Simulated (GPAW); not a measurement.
# NaHF2 (R-3m): the F K absorption edge, part 3 of 3

How does the F K edge of NaHF2 (R-3m) move when the bonds are compressed or stretched?

GPAW 26.7.0; X-ray absorption from dipole matrix elements to empty bands, plane-wave PAW LDA.

So far. Step 4 (Spectrum with FCH, F atom 2): The hole costs E(hole) − E(ground) = 688.36 eV, and the lowest empty level of the hole cell on the spectrum's mesh lies at 2.55 eV, which puts the zero at 690.91 eV. One term is added: -9.89 eV, since the hole is spin-paired here and a spin-polarised one costs that much less in the free atom (computed apart). The photon energy is then 681.02 eV.

## 7. Reference energy of the supercell

Level of this step: plane-wave PAW DFT, LDA, self-consistent field (GPAW).

The cell changes for the next run, so it gets a reference energy of its own.

The cell differs from the one that the last finished run ended in (a 5.967 → 6.029 Å, b 5.967 → 6.029 Å, c 5.967 → 6.029 Å).

scf.py

```python
import numpy as np
from ase import Atoms
from ase.parallel import parprint, paropen
from gpaw import GPAW, PW, FermiDirac, Mixer, MixerDif, setup_paths
from gpaw.test import gen
setup_paths.insert(0, '.')
gen('F', name='nch1s', xcname='LDA', corehole=(1, 0, 0), write_xml=True)
from gpaw.mpi import world
world.barrier()

atoms = Atoms('Na4F8H4',
    cell=[[3.43890669, -1.9854537, 4.53703387],
     [-3.43890669, -1.9854537, 4.53703387],
     [0, -3.97090741, -4.53703387]],
    scaled_positions=[[0, 0, 0],
     [0.5, 0.5, 0],
     [0, 0.5, 0.5],
     [0.5, 0, 0.5],
     [0.5824, 0.5824, 0.4176],
     [0.0824, 0.0824, 0.4176],
     [0.5824, 0.0824, 0.9176],
     [0.0824, 0.5824, 0.9176],
     [0.4176, 0.4176, 0.5824],
     [0.9176, 0.9176, 0.5824],
     [0.4176, 0.9176, 0.0824],
     [0.9176, 0.4176, 0.0824],
     [0.5, 0.5, 0.5],
     [0, 0, 0.5],
     [0.5, 0, 0],
     [0, 0.5, 0]],
    pbc=True)
atoms.calc = calc = GPAW(legacy_gpaw=True, mode=PW(500), xc='LDA', setups={4: 'nch1s'},
    kpts={'size': (4, 4, 4), 'gamma': True}, occupations=FermiDirac(0.02),
    charge=0, mixer=Mixer(0.1, 5, 50), maxiter=150,
    convergence={'density': 0.0001}, txt='scf.txt')
energy = atoms.get_potential_energy() + calc.get_reference_energy()
ef = calc.get_fermi_level()
out = dict(energy=energy, fermi=ef, forces=atoms.get_forces().tolist())
parprint(f'all-electron energy {energy:.4f} eV, Fermi level {ef:.4f} eV')
ev = np.array([[calc.get_eigenvalues(k, s) for k in range(len(calc.get_ibz_k_points()))] for s in range(calc.get_number_of_spins())])
out['homo'], out['lumo'], out['counts'] = ev[ev < ef].max(), ev[ev > ef].min(), sorted(set((ev < ef).sum((0, 2)).tolist()))
out['filled'] = (ev[:, 0] < ef).sum(1).tolist()
import json
with paropen('out.json', 'w') as f:
    json.dump(out, f)
```

Run with:

```sh
> OMP_NUM_THREADS=1 mpirun -n 2 gpaw python scf.py
```

Numbers of over 12 decimals in the logs are rounded to 6 here.

Log:

```text
Input parameters:
  convergence: {density: 0.0001}
  kpts: {gamma: True,
         size: (4, 4, 4)}
  maxiter: 150
  mixer: {backend: pulay,
          beta: 0.1,
          method: separate,
          nmaxold: 5,
          weight: 50}
  mode: {ecut: 500.0,
         name: pw}
  occupations: {fixmagmom: False,
                name: fermi-dirac,
                width: 0.02}
  setups: {4: nch1s}

Initialize ...

[...]
2s(2) :    -1.089490     1.062936
*s    :    -0.089490
2p(5) :    -0.415007     0.777410
*p    :     0.584993
*d    :     0.000000
--------------------------------

Diagonalizing with gridspacing h=0.050

state   all-electron     PAW
-------------------------------
2s:      -1.089490    -1.091166
2p:      -0.415007    -0.417133
*d:                    0.051257
*f:                    0.077758
-------------------------------
all-electron energy -39308.8386 eV, Fermi level -1.6054 eV
[key lines of the parts left out:]
Converged after 13 iterations.
Dipole moment: (-0.000000, -0.000000, 0.000000) |e|*Ang
Free energy:    -73.818229
Fermi level: -1.60541
```

Elapsed: 51 s, on 2 MPI ranks of Arm Neoverse V2, shared host; peak memory 0.35 GiB; 1.7 min of CPU time.

Reference energy: -39308.839 eV with the cores included.

## 8. Spectrum with FCH, F atom 2

Shorter bonds are expected to push antibonding states and scattering resonances up, and longer ones down; the cell is scaled to test that.

Changed against the first core-hole run: volume scale from 1 to 0.97; the field's mesh follows (3×3×3 to 4×4×4).

xas.py

```python
import numpy as np
from ase import Atoms
from ase.parallel import parprint, paropen
from gpaw import GPAW, PW, FermiDirac, Mixer, MixerDif, setup_paths
from gpaw.test import gen
setup_paths.insert(0, '.')
gen('F', name='fch1s', xcname='LDA', corehole=(1, 0, 1), write_xml=True)
from gpaw.mpi import world
world.barrier()

atoms = Atoms('Na4F8H4',
    cell=[[3.43890669, -1.9854537, 4.53703387],
     [-3.43890669, -1.9854537, 4.53703387],
     [0, -3.97090741, -4.53703387]],
    scaled_positions=[[0, 0, 0],
     [0.5, 0.5, 0],
     [0, 0.5, 0.5],
     [0.5, 0, 0.5],
     [0.5824, 0.5824, 0.4176],
     [0.0824, 0.0824, 0.4176],
     [0.5824, 0.0824, 0.9176],
     [0.0824, 0.5824, 0.9176],
     [0.4176, 0.4176, 0.5824],
     [0.9176, 0.9176, 0.5824],
     [0.4176, 0.9176, 0.0824],
     [0.9176, 0.4176, 0.0824],
     [0.5, 0.5, 0.5],
     [0, 0, 0.5],
     [0.5, 0, 0],
     [0, 0.5, 0]],
    pbc=True)
atoms.calc = calc = GPAW(legacy_gpaw=True, mode=PW(500), xc='LDA', setups={4: 'fch1s'},
    kpts={'size': (4, 4, 4), 'gamma': True}, occupations=FermiDirac(0.02),
    charge=0, mixer=Mixer(0.1, 5, 50), maxiter=150,
    convergence={'density': 0.0001}, txt='scf.txt')
energy = atoms.get_potential_energy() + calc.get_reference_energy()
ef = calc.get_fermi_level()
out = dict(energy=energy, fermi=ef, forces=atoms.get_forces().tolist())
parprint(f'all-electron energy {energy:.4f} eV, Fermi level {ef:.4f} eV')
ev = np.array([[calc.get_eigenvalues(k, s) for k in range(len(calc.get_ibz_k_points()))] for s in range(calc.get_number_of_spins())])
out['homo'], out['lumo'], out['counts'] = ev[ev < ef].max(), ev[ev > ef].min(), sorted(set((ev < ef).sum((0, 2)).tolist()))
out['filled'] = (ev[:, 0] < ef).sum(1).tolist()

from ase.units import Ha
from gpaw.xas import dipole_matrix_elements
nb = int(calc.get_number_of_electrons() / 2) + 113
top, nb = nb, nb + 8 + nb // 12
nscf = calc.fixed_density(kpts={'size': (4, 4, 4), 'gamma': True}, nbands=nb,
    convergence={'bands': top, 'eigenstates': 1e-5}, maxiter=60, txt='nscf.txt')
cell = atoms.cell.array
ops = [cell.T @ U.T @ np.linalg.inv(cell.T) for U in nscf.wfs.kd.symmetry.op_scc]
filled = [44]  # bands filled in the ground state, by spin
E = np.arange(-6, 34, 0.1)
fwhm = np.interp(E, [4, 25], [0.9, 3.5])
Y, X, zero, highest = 0, 0, 1e9, 1e9
for spin in range(nscf.get_number_of_spins()):
    wfs = nscf.wfs
    A = dipole_matrix_elements(wfs.setups[4])
    eps = np.zeros((wfs.kd.nibzkpts, nb))
    d = np.zeros((3, A.shape[1], wfs.kd.nibzkpts, nb), complex)
    for kpt in wfs.kpt_u:
        if kpt.s == spin and 4 in kpt.P_ani:
            eps[kpt.k] = kpt.eps_n * Ha
            d[:, :, kpt.k] = (kpt.weight * wfs.nspins / 2) ** 0.5 * np.inner(A, kpt.P_ani[4])
    world.sum(eps)
    world.sum(d)
    T = np.einsum('amkn,bmkn->abkn', d, d.conj()).real
    T = sum(np.einsum('ai,ijkn,bj->abkn', R, T, R) for R in ops) / len(ops)
    empty = np.ones_like(eps, bool) & (np.arange(nb) >= filled[spin])
    zero, highest = min(zero, eps[empty].min()), min(highest, eps[:, top - 1].min())
    lines = [(eps, T, empty)] if spin == 0 else lines + [(eps, T, empty)]
for eps, T, empty in lines:
    f = np.einsum('aakn->akn', T).reshape(3, -1)
    x = eps.ravel() - zero
    w = np.interp(x, E, fwhm) / 2.35482
    g = np.exp(-0.5 * ((E[:, None] - x) / w) ** 2) / (w * (2 * np.pi) ** 0.5)
    Y = Y + (f * empty.ravel()) @ g.T
    X = X + (f * ~empty.ravel()) @ g.T
out.update(E=E.round(2).tolist(), xas=Y.tolist(), xes=X.tolist(), zero=zero, valid=highest - zero, nk=len(eps), nb=nb)
for i in range(0, len(E), 10):
    parprint(f'{E[i]:7.2f}', *(f'{v:10.3e}' for v in Y[:, i]))
import json
with paropen('out.json', 'w') as f:
    json.dump(out, f)
```

Run with:

```sh
> OMP_NUM_THREADS=1 mpirun -n 2 gpaw python xas.py
```

Log:

```text
Input parameters:
  convergence: {density: 0.0001}
  kpts: {gamma: True,
         size: (4, 4, 4)}
  maxiter: 150
  mixer: {backend: pulay,
          beta: 0.1,
          method: separate,
          nmaxold: 5,
          weight: 50}
  mode: {ecut: 500.0,
         name: pw}
  occupations: {fixmagmom: False,
                name: fermi-dirac,
                width: 0.02}
  setups: {4: fch1s}

Initialize ...

[...]
*p    :    -0.212468
*d    :     0.000000
--------------------------------

Diagonalizing with gridspacing h=0.050

state   all-electron     PAW
-------------------------------
2s:      -1.877741    -1.879888
2p:      -1.212468    -1.215269
*d:                   -0.058611
*f:                   -0.013370
-------------------------------
all-electron energy -38620.6010 eV, Fermi level -1.3384 eV
[...]
32.00  2.136e-05  2.136e-05  2.626e-05
  33.00  1.987e-05  1.987e-05  2.132e-05
[key lines of the parts left out:]
Converged after 15 iterations.
Dipole moment: (-0.000000, -0.000000, 0.439780) |e|*Ang
Free energy:    -88.901557
Fermi level: -1.33844
```

Elapsed: 3.8 min, on 2 MPI ranks; peak memory 0.6 GiB; 7.5 min of CPU time.

| E (eV) | first run | this run |
| --- | --- | --- |
| -2.0 | 0.00 | 0.00 |
| -1.0 | 0.00 | 0.00 |
| 0.0 | 0.02 | 0.02 |
| 1.0 | 0.16 | 0.15 |
| 2.0 | 0.32 | 0.30 |
| 3.0 | 1.11 | 1.05 |
| 4.0 | 1.98 | 1.93 |
| 5.0 | 1.80 | 1.83 |
| 6.0 | 1.54 | 1.31 |
| 7.0 | 2.58 | 2.57 |
| 8.0 | 1.57 | 1.86 |
| 9.0 | 0.71 | 0.83 |
| 10.0 | 0.52 | 0.52 |
| 11.0 | 0.72 | 0.72 |
| 12.0 | 1.01 | 0.97 |
| 13.0 | 0.92 | 0.98 |
| 14.0 | 0.58 | 0.63 |
| 15.0 | 0.58 | 0.55 |
| 16.0 | 0.78 | 0.72 |
| 17.0 | 0.94 | 0.91 |
| 18.0 | 0.90 | 0.92 |
| 19.0 | 0.76 | 0.80 |
| 20.0 | 0.66 | 0.68 |
| 21.0 | 0.62 | 0.62 |
| 22.0 | 0.62 | 0.61 |
| 23.0 | 0.61 | 0.60 |
| 24.0 | 0.63 | 0.61 |
| 25.0 | 0.71 | 0.67 |
| 26.0 | 0.79 | 0.75 |
| 27.0 | 0.83 | 0.82 |
| 28.0 | 0.83 | 0.83 |
| 29.0 | 0.79 | 0.80 |
| 30.0 | 0.73 | 0.75 |
| 31.0 | 0.66 | 0.69 |
| 32.0 | 0.58 | 0.61 |

The scaled spectrum changes by 9 % r.m.s. The highest intensity below 16 eV goes from 6.9 eV (2.59) to 7.1 eV (2.60).

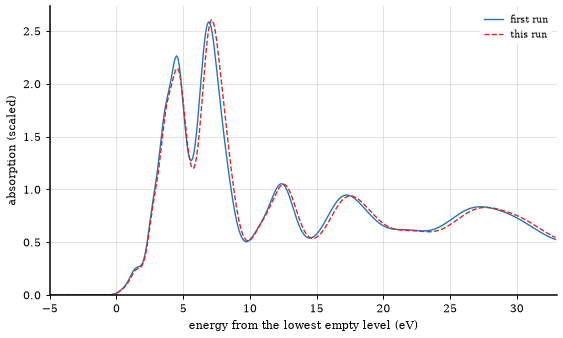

The effect of the change (volume scale from 1 to 0.97).

The photon energy of the zero moves by +0.12 eV.

## 9. Supercell without a hole, the energy reference

The cell and mesh change for the next run, so it gets a reference energy of its own.

The cell differs from the one that the last finished run ended in (a 6.029 → 6.268 Å, b 6.029 → 6.268 Å, c 6.029 → 6.268 Å).

scf.py: that of step 7 with these lines changed.

```diff
@@ -11,5 +11,5 @@
 atoms = Atoms('Na4F8H4',
-    cell=[[3.43890669, -1.9854537, 4.53703387],
-     [-3.43890669, -1.9854537, 4.53703387],
-     [0, -3.97090741, -4.53703387]],
+    cell=[[3.57524093, -2.06416631, 4.71690297],
+     [-3.57524093, -2.06416631, 4.71690297],
+     [0, -4.12833263, -4.71690297]],
     scaled_positions=[[0, 0, 0],
@@ -32,3 +32,3 @@
 atoms.calc = calc = GPAW(legacy_gpaw=True, mode=PW(500), xc='LDA', setups={4: 'nch1s'},
-    kpts={'size': (4, 4, 4), 'gamma': True}, occupations=FermiDirac(0.02),
+    kpts={'size': (3, 3, 3), 'gamma': True}, occupations=FermiDirac(0.02),
     charge=0, mixer=Mixer(0.1, 5, 50), maxiter=150,
```

Run with:

```sh
> OMP_NUM_THREADS=1 mpirun -n 2 gpaw python scf.py
```

Log:

```text
Input parameters:
  convergence: {density: 0.0001}
  kpts: {gamma: True,
         size: (3, 3, 3)}
  maxiter: 150
  mixer: {backend: pulay,
          beta: 0.1,
          method: separate,
          nmaxold: 5,
          weight: 50}
  mode: {ecut: 500.0,
         name: pw}
  occupations: {fixmagmom: False,
                name: fermi-dirac,
                width: 0.02}
  setups: {4: nch1s}

Initialize ...

[...]
2s(2) :    -1.089490     1.062936
*s    :    -0.089490
2p(5) :    -0.415007     0.777410
*p    :     0.584993
*d    :     0.000000
--------------------------------

Diagonalizing with gridspacing h=0.050

state   all-electron     PAW
-------------------------------
2s:      -1.089490    -1.091166
2p:      -0.415007    -0.417133
*d:                    0.051257
*f:                    0.077758
-------------------------------
all-electron energy -39308.3928 eV, Fermi level -2.3008 eV
[key lines of the parts left out:]
Converged after 13 iterations.
Dipole moment: (-0.000000, 0.000000, -0.000000) |e|*Ang
Free energy:    -73.372412
Fermi level: -2.30081
```

It took 35 s on 2 MPI ranks; peak memory 0.31 GiB.

Reference energy: -39308.393 eV with the cores included.

## 10. Spectrum with FCH, F atom 2

Shorter bonds are expected to push antibonding states and scattering resonances up, and longer ones down; the cell is scaled to test that.

Changed against the first core-hole run: volume scale from 1 to 1.09.

xas.py: that of step 8 with these lines changed.

```diff
@@ -11,5 +11,5 @@
 atoms = Atoms('Na4F8H4',
-    cell=[[3.43890669, -1.9854537, 4.53703387],
-     [-3.43890669, -1.9854537, 4.53703387],
-     [0, -3.97090741, -4.53703387]],
+    cell=[[3.57524093, -2.06416631, 4.71690297],
+     [-3.57524093, -2.06416631, 4.71690297],
+     [0, -4.12833263, -4.71690297]],
     scaled_positions=[[0, 0, 0],
@@ -32,3 +32,3 @@
 atoms.calc = calc = GPAW(legacy_gpaw=True, mode=PW(500), xc='LDA', setups={4: 'fch1s'},
-    kpts={'size': (4, 4, 4), 'gamma': True}, occupations=FermiDirac(0.02),
+    kpts={'size': (3, 3, 3), 'gamma': True}, occupations=FermiDirac(0.02),
     charge=0, mixer=Mixer(0.1, 5, 50), maxiter=150,
@@ -45,3 +45,3 @@
 from gpaw.xas import dipole_matrix_elements
-nb = int(calc.get_number_of_electrons() / 2) + 113
+nb = int(calc.get_number_of_electrons() / 2) + 127
 top, nb = nb, nb + 8 + nb // 12
```

Run with:

```sh
> OMP_NUM_THREADS=1 mpirun -n 2 gpaw python xas.py
```

Log:

```text
Input parameters:
  convergence: {density: 0.0001}
  kpts: {gamma: True,
         size: (3, 3, 3)}
  maxiter: 150
  mixer: {backend: pulay,
          beta: 0.1,
          method: separate,
          nmaxold: 5,
          weight: 50}
  mode: {ecut: 500.0,
         name: pw}
  occupations: {fixmagmom: False,
                name: fermi-dirac,
                width: 0.02}
  setups: {4: fch1s}

Initialize ...

[...]
*p    :    -0.212468
*d    :     0.000000
--------------------------------

Diagonalizing with gridspacing h=0.050

state   all-electron     PAW
-------------------------------
2s:      -1.877741    -1.879888
2p:      -1.212468    -1.215269
*d:                   -0.058611
*f:                   -0.013370
-------------------------------
all-electron energy -38619.7115 eV, Fermi level -2.0622 eV
[...]
32.00  2.026e-05  2.026e-05  1.788e-05
  33.00  2.105e-05  2.105e-05  1.586e-05
[key lines of the parts left out:]
Converged after 17 iterations.
Dipole moment: (-0.000000, -0.000000, 0.464677) |e|*Ang
Free energy:    -88.012061
Fermi level: -2.06223
```

Elapsed: 5.7 min, on 2 MPI ranks; peak memory 0.62 GiB; 11 min of CPU time.

| E (eV) | first run | this run |
| --- | --- | --- |
| -2.0 | 0.00 | 0.00 |
| -1.0 | 0.00 | 0.00 |
| 0.0 | 0.02 | 0.03 |
| 1.0 | 0.16 | 0.24 |
| 2.0 | 0.32 | 0.38 |
| 3.0 | 1.11 | 1.38 |
| 4.0 | 1.98 | 2.31 |
| 5.0 | 1.80 | 1.57 |
| 6.0 | 1.54 | 2.26 |
| 7.0 | 2.58 | 1.94 |
| 8.0 | 1.57 | 1.02 |
| 9.0 | 0.71 | 0.55 |
| 10.0 | 0.52 | 0.53 |
| 11.0 | 0.72 | 0.82 |
| 12.0 | 1.01 | 1.06 |
| 13.0 | 0.92 | 0.71 |
| 14.0 | 0.58 | 0.56 |
| 15.0 | 0.58 | 0.73 |
| 16.0 | 0.78 | 0.94 |
| 17.0 | 0.94 | 0.94 |
| 18.0 | 0.90 | 0.80 |
| 19.0 | 0.76 | 0.68 |
| 20.0 | 0.66 | 0.64 |
| 21.0 | 0.62 | 0.63 |
| 22.0 | 0.62 | 0.63 |
| 23.0 | 0.61 | 0.67 |
| 24.0 | 0.63 | 0.75 |
| 25.0 | 0.71 | 0.82 |
| 26.0 | 0.79 | 0.85 |
| 27.0 | 0.83 | 0.84 |
| 28.0 | 0.83 | 0.80 |
| 29.0 | 0.79 | 0.73 |
| 30.0 | 0.73 | 0.65 |
| 31.0 | 0.66 | 0.58 |
| 32.0 | 0.58 | 0.54 |

Against the first run the r.m.s. difference is 22 %. A shift of -0.4 eV leaves 12 %. Another feature, at 4.3 eV (2.60), becomes the highest below 16 eV; the one at 6.9 eV (2.59) is now at 6.4 eV (2.49).

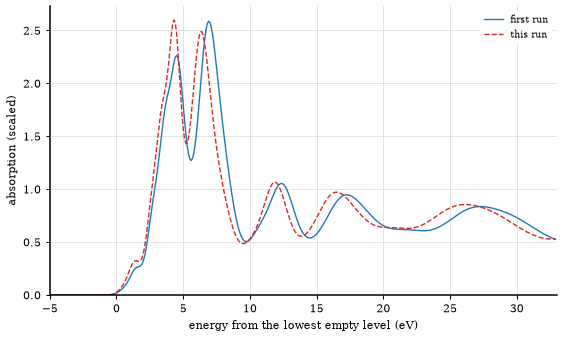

The effect of the change (volume scale from 1 to 1.09).

The photon energy of the zero moves by -0.33 eV.

## 11. The volumes side by side

| volume | nearest distance (Å) | shift of the zero (eV) | maximum 1 (eV above own zero) | maximum 2 (eV above own zero) | maximum 3 (eV above own zero) | maximum 4 (eV above own zero) |
| --- | --- | --- | --- | --- | --- | --- |
| 0.94 | 1.110 | +0.25 | 4.6 | 7.4 | 12.7 | 17.8 |
| 0.97 | 1.122 | +0.12 | 4.5 | 7.1 | 12.5 | 17.5 |
| 1 | 1.133 | +0.00 | 4.5 | 6.9 | 12.4 | 17.3 |
| 1.09 | 1.166 | -0.33 | 4.3 | 6.4 | 11.9 | 16.5 |

The curves, each shifted by its zero's change so that they share one photon-energy axis, counted from the zero at V × 1:

| E (eV) | V × 0.94 | V × 0.97 | V × 1 | V × 1.09 |
| --- | --- | --- | --- | --- |
| -2.0 | 0.00 | 0.00 | 0.00 | 0.00 |
| -1.0 | 0.00 | 0.00 | 0.00 | 0.00 |
| 0.0 | 0.01 | 0.01 | 0.02 | 0.07 |
| 1.0 | 0.09 | 0.12 | 0.16 | 0.32 |
| 2.0 | 0.24 | 0.27 | 0.32 | 0.66 |
| 3.0 | 0.82 | 0.96 | 1.11 | 1.73 |
| 4.0 | 1.73 | 1.87 | 1.98 | 2.59 |
| 5.0 | 2.00 | 1.96 | 1.80 | 1.45 |
| 6.0 | 1.14 | 1.23 | 1.54 | 2.49 |
| 7.0 | 2.05 | 2.49 | 2.58 | 1.56 |
| 8.0 | 2.42 | 2.00 | 1.57 | 0.82 |
| 9.0 | 1.28 | 0.93 | 0.71 | 0.49 |
| 10.0 | 0.55 | 0.51 | 0.52 | 0.60 |
| 11.0 | 0.65 | 0.69 | 0.72 | 0.95 |
| 12.0 | 0.88 | 0.94 | 1.01 | 0.98 |
| 13.0 | 1.04 | 1.01 | 0.92 | 0.61 |
| 14.0 | 0.78 | 0.66 | 0.58 | 0.59 |
| 15.0 | 0.54 | 0.54 | 0.58 | 0.81 |
| 16.0 | 0.61 | 0.69 | 0.78 | 0.97 |
| 17.0 | 0.81 | 0.89 | 0.94 | 0.90 |
| 18.0 | 0.93 | 0.93 | 0.90 | 0.76 |
| 19.0 | 0.87 | 0.82 | 0.76 | 0.66 |
| 20.0 | 0.74 | 0.69 | 0.66 | 0.64 |
| 21.0 | 0.64 | 0.62 | 0.62 | 0.63 |
| 22.0 | 0.61 | 0.61 | 0.62 | 0.64 |
| 23.0 | 0.60 | 0.60 | 0.61 | 0.69 |
| 24.0 | 0.59 | 0.60 | 0.63 | 0.78 |
| 25.0 | 0.61 | 0.66 | 0.71 | 0.84 |
| 26.0 | 0.69 | 0.74 | 0.79 | 0.85 |
| 27.0 | 0.77 | 0.81 | 0.83 | 0.83 |
| 28.0 | 0.82 | 0.83 | 0.83 | 0.78 |
| 29.0 | 0.81 | 0.80 | 0.79 | 0.71 |
| 30.0 | 0.78 | 0.76 | 0.73 | 0.63 |
| 31.0 | 0.73 | 0.70 | 0.66 | 0.56 |
| 32.0 | 0.66 | 0.62 | 0.58 | 0.53 |

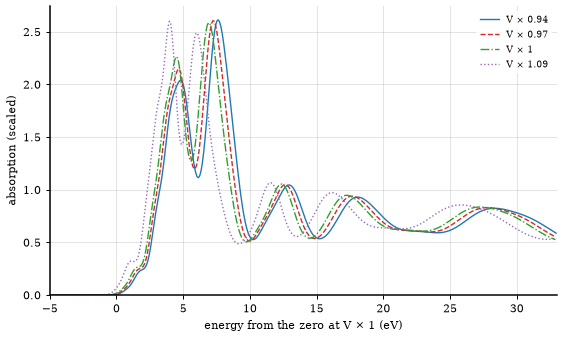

The edge at each volume, on one photon-energy scale.

## 12. Results

```
absorber and edge                               : F K, atom 2 of the ground-state input (counted from 1)
surroundings                                    : 1 H at 1.13 Å and 3 Na at 2.32 Å (distorted tetrahedral, site symmetry 3m)
highest intensity below 16 eV                   : 6.9 eV above the zero, height 2.59
photon energy of the zero, with the added terms : 681.0 eV (raw 690.9 eV; LDA puts this hole about 5 eV below PBE, itself good to a few eV)
```

What this shows: From V × 0.94 to V × 1.09 the nearest distance grows by 0.056 Å and the zero moves by -0.58 eV. Above their own zero, the maxima move from 4.6 to 4.3 eV, from 7.4 to 6.4 eV, from 12.7 to 11.9 eV and from 17.8 to 16.5 eV. The one highest in energy moves most, in the direction that the rule ΔE·R² ≈ constant for scattering resonances gives. The F K edge of atom 2, with 1 H at 1.13 Å and 3 Na at 2.32 Å (distorted tetrahedral, site symmetry 3m), has its highest intensity of the first 16 eV at 6.9 eV above the zero, near 688 eV in photon energy (LDA puts this hole about 5 eV below PBE, itself good to a few eV), 2.6 times the mean level of the first 20 eV (Gaussian full width 0.9 eV up to 4 eV, rising linearly to 3.5 eV at 25 eV). At the F K edge of atom 2 polarisation matters most near 6.9 eV, where the curves differ by 4.5 on this scale. The holes are only 6.1 Å apart, so the shape is probably not converged with cell size; no larger cell was run here. The mesh is coarse (0.28 Å⁻¹ between points), so small maxima may be mesh ripples. Lifetime broadening is put in by hand, and intensities beyond about 20 eV depend on it and on the partial waves; weight that the partial waves miss at high energy is lost. The structure is a published determination, not relaxed.

[Banner, clock and machine lines of the logs are left out without a mark of their own.]

[Logs are printed without paths, hosts, clocks, repeated set-up lines and the standing remarks that a program may print on its own settings, such as how far it seeks lower states.]

[Hosts, paths, dates, database ids (printed as entryN), source tags and the programs' standing remarks are cut or masked in the printed files.]

[Lists of maxima count a maximum above −3 eV only where it reaches 4 % of the highest in the window and stands out from its surroundings by 2 % of it (1.5 % where it reaches 55 %); shoulders and weaker maxima are passed over, and of the rest the first, up to two pre-edge ones and the few strongest are named.]
